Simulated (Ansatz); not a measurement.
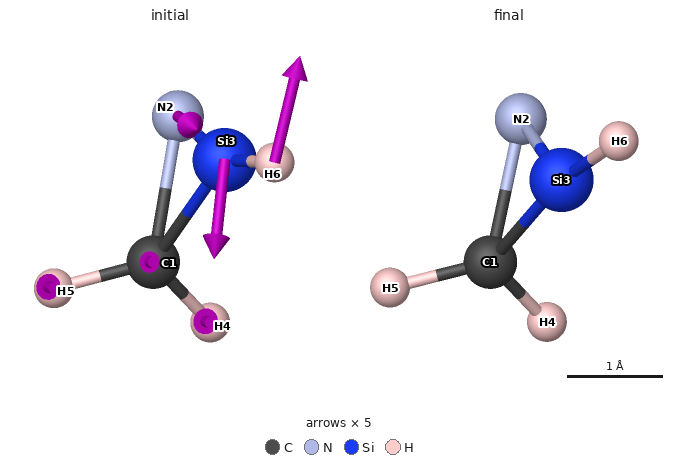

The structure of CH$_{3}$NSi before (left) and after (right) a relaxation, at one scale. The purple arrows give the displacements, 5 times their true length.

A ball-and-stick model, seen from a free direction.

The calculation used RKS PBE0-D4/def2-TZVP in Ansatz. (force threshold 0.005 eV/Å; at most 200 steps)

Summarise the run.

Answer. The largest move after the best rigid fit is that of H6, 0.23 Å. By element the largest moves are H 0.23 Å, Si 0.22 Å, N 0.13 Å, C 0.05 Å. Among the contacts that change: Si3–H6 1.431 → 1.476 Å, C1–Si3 1.844 → 1.809 Å, C1–N2 1.570 → 1.540 Å, N2–Si3 1.634 → 1.622 Å. Among the angles between lasting bonds that change: C1–Si3–H6 142.5° → 167.2°, N2–Si3–H6 164.3° → 139.8°. The energy falls by 4.69 kcal/mol in 8 accepted moves (9 points after the start). Largest force component: 1.8 eV/Å at the start, 0.0034 eV/Å at the end. The line search rejected the trial step at point 6 of the run. The run took 9 s on 2 threads of Intel Xeon 6975P-C, on a shared host.
